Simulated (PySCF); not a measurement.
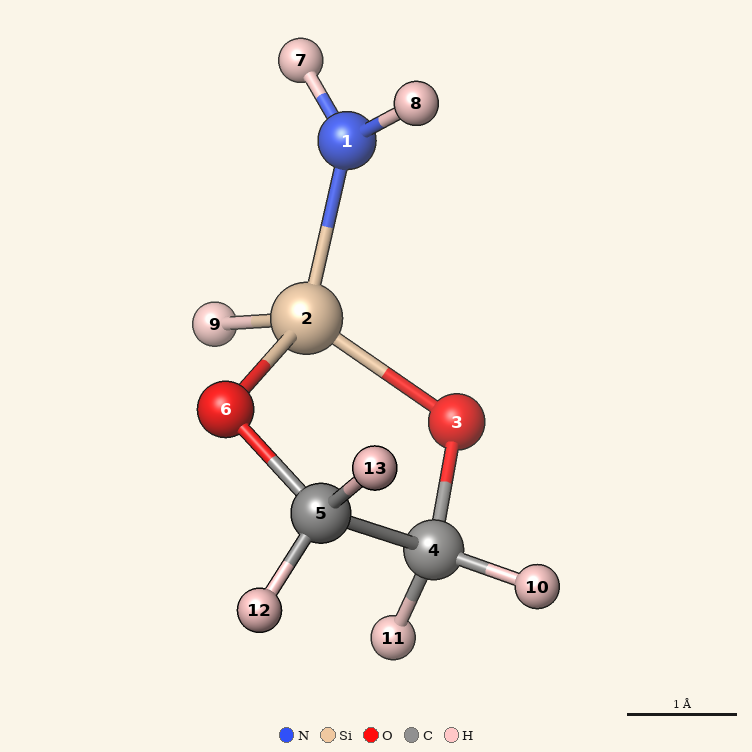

Orthographic view. Depth is shown by fading: the farther an atom, the more it takes the colour of the background. The computed structure is the end point of a PBE0-D3(BJ)/def2-SVP optimisation. No frequency run is at hand to confirm it as a minimum.

Write a Z-matrix (Å, degrees) in the order of the atom numbers, with these reference atoms: 2 to 1; 3 to 2, 1; 4 to 3, 2, 1; 5 to 4, 3, 2; 6 to 5, 4, 3; 7 to 1, 2, 3; 8 to 1, 7, 2; 9 to 2, 3, 4; 10 to 4, 3, 2; 11 to 4, 10, 3; 12 to 5, 6, 2; 13 to 5, 12, 6.

```
N  
Si   1   1.696
O    2   1.678   1   111.7
C    3   1.411   2   110.1   1   136.4
C    4   1.535   3   107.0   2   -28.3
O    5   1.410   4   107.1   3    33.1
H    1   1.011   2   122.1   3   135.0
H    1   1.012   7   113.3   2  -178.6
H    2   1.483   3   115.9   4  -101.6
H    4   1.102   3   109.8   2  -149.8
H    4   1.107  10   107.7   3   119.9
H    5   1.102   6   110.0   2  -145.2
H    5   1.107  12   107.7   6   119.9
```
